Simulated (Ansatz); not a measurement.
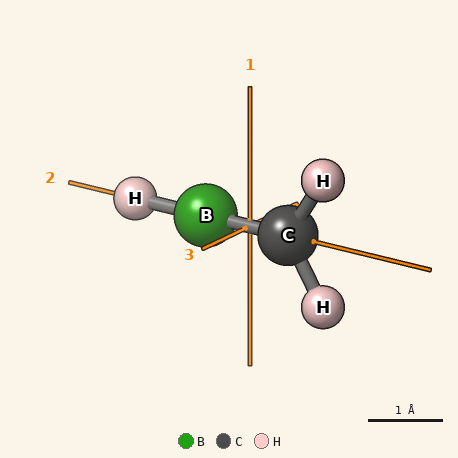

The three principal axes of inertia are drawn and numbered. Depth is shown by fading: the farther an atom, the more it takes the colour of the background. The computed structure is the end point of a PBE0-D4/def2-TZVP optimisation. Masses are those of the most abundant isotopes; constants are for the rigid equilibrium geometry.

Which line is the a axis (least moment of inertia), which b and which c?

a is line 2, b is line 1, c is line 3; the moments are 1.69, 17.5, 19.2 u Å².

Classify the rotor and give the rotational constants (GHz).

An asymmetric top (C2v): A = 299, B = 28.8, C = 26.3 GHz. Ray's parameter κ is −0.98, close to the prolate limit.
